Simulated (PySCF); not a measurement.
## Run report: SiNH7Se, frequency calculation

System: SiNH7Se.
Method: RKS PBE0-D4/def2-TZVP, density fitting (PySCF 2.14.0).

The geometry is the reactant side of a reaction. The reaction was set up to form Si1–Se7 and H2–H6 and to break Si1–H2 and H6–Se7 (atoms counted from 1 in the order of the input); sticks are drawn by distance alone. The geometry comes from this level: PBE0-D4/def2-TZVP.

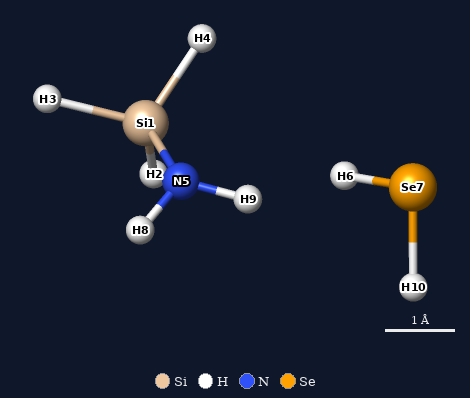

Fig. 1: The structure (ball-and-stick view, seen at a tilt; atoms are numbered from 1 in the order of the input).

The input:
```python
import json, numpy as np
from pyscf import gto, scf, dft, mp, cc
EV, BOHR = 27.211386245988, 0.529177210903
mol = gto.M(atom="""
Si -1.312015 -0.434797 0.147882
H -0.700514 -1.447117 -0.770773
H -2.525181 -1.054145 0.741759
H -1.688579 0.727748 -0.699284
N -0.316424 0.114846 1.433858
H 1.163783 0.269587 -1.913037
Se 1.968749 1.347570 -1.326239
H -0.175027 -0.475058 2.237872
H 0.525622 0.619036 1.196935
H 3.055529 0.409530 -1.022663
""", basis="def2-tzvp", charge=0, spin=0, max_memory=8670, verbose=0)
def mean_field(mol, dm=None):
    mf = dft.RKS(mol, xc="pbe0").density_fit()
    mf.conv_tol = 1e-9; mf.grids.level = 4
    mf.kernel(dm0=dm)
    if not mf.converged: mf = mf.newton().run(mf.mo_coeff, mf.mo_occ)
    assert mf.converged
    return mf
def d4(mol):
    from pyscf.dispersion.dftd4 import DFTD4Dispersion
    real = gto.M(atom=[(mol.atom_pure_symbol(i), mol.atom_coord(i)) for i in range(10)], unit='B', charge=mol.charge, spin=None, basis='def2-svp', verbose=0)
    r = DFTD4Dispersion(real, xc="pbe0", atm=True).get_dispersion(grad=True); return r["energy"], r["gradient"]
def energy_and_gradient(mol, dm=None):
    mf = mean_field(mol, dm); e, g = d4(mol)
    return mf, (mf.e_tot + e) * EV, (mf.nuc_grad_method().kernel()[:10] + g) * EV / BOHR
out = {}
from pyscf.hessian import thermo
mf = mean_field(mol); n = mol.natm; h = mf.Hessian().kernel(); x0 = mol.atom_coords()
for i in range(n):
    for a in range(3):
        g = []
        for s in (1, -1):
            x = x0.copy(); x[i, a] += s * 0.005; g.append(d4(mol.set_geom_(x, unit='B', inplace=False))[1])
        h[i, :, a, :] += (g[0] - g[1]) / 0.01
for i in range(n): h[i, i] -= h[i].sum(0)  # translational sum rule: the analytic Hessian lacks the grid's response
w = thermo.harmonic_analysis(mol, h, imaginary_freq=False)['freq_wavenumber']; r = w[w > 0] * 1.239842e-4; T = [298.15, 498.15, 698.15, 898.15]
print("Vibrations: " + " ".join(f"{a:.2f}" for a in w) + f" cm⁻¹, zero-point energy {r.sum() / 2:.6f} eV")
A = [r.sum() / 2 + 8.617333e-5 * t * np.log(1 - np.exp(-r / 8.617333e-5 / t)).sum() for t in T]
out.update(energy=(mf.e_tot + d4(mol)[0]) * EV, converged=True, hessian=(h.transpose(0, 2, 1, 3).reshape(3 * n, -1) * EV / BOHR**2).round(5).tolist(), temperatures=T, free_energy=A)
out['s2'] = mf.spin_square()[0]; out['nelec'] = mol.nelec
print(f"Total energy {out['energy']:.6f} eV, <S^2> {out['s2']:.4f}")
json.dump(out, open("out.json", "w"), default=float)
```

Machine: 4 threads of Arm Neoverse V1, 23 GiB of memory available, shared host.

Command:
```bash
OMP_NUM_THREADS=4 python run.py
```

Log:
```
Vibrations: 26.94 52.44 65.43 79.78 155.03 170.72 237.24 445.95 629.33 705.21 857.18 924.02 929.10 972.72 987.26 1060.53 1578.57 2152.99 2219.38 2227.88 2450.59 2463.81 3579.12 3682.65 cm⁻¹, zero-point energy 1.776315 eV
Total energy -74819.790474 eV, <S^2> 0.0000
```

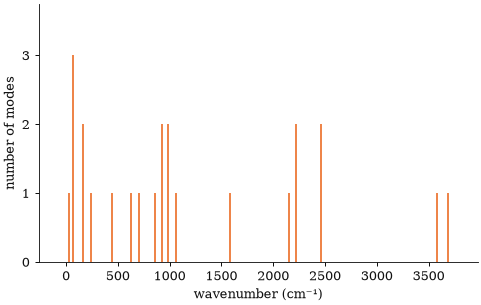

Fig. 2: Harmonic vibrational wavenumbers from the force constants; neighbouring modes closer than 17 cm⁻¹ are counted in one stick. 24 modes from 27 to 3683 cm⁻¹, none imaginary.

Summary:

- outcome: converged
- total energy: −74819.7905 eV
- wall time: 4.6 min (CPU time 17 min)
- peak memory: 2.1 GiB
